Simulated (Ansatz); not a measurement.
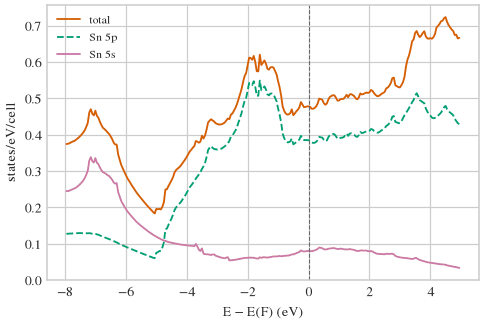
Figure. Total and projected density of states of Sn (simple hexagonal, P6/mmm), LDA in the plane-wave PAW code Ansatz

Which orbitals carry the states next to the Fermi level?

Within 0.5 eV of the Fermi level: Sn 5p 80 %, Sn 5s 17 %. Projections are on Löwdin-orthogonalised atomic valence shells; empty p or d shells of many metals are not among them.

Where is the tallest occupied peak in this window, and what makes it?

Near -1.6 eV, about 0.62 states/eV per cell; the largest projected share is Sn 5p.

The start of the workflow was typed in or built on a structure type; neither database checked (COD, Materials Project) lists it. It is not the phase usual at ambient conditions (space group No. 141). The LDA relaxation kept the symmetry of its start; whether a distortion lowers the energy is not shown. Spin–orbit coupling is left out wherever it is not named.

Potentials: the later of the program's two PAW sets.
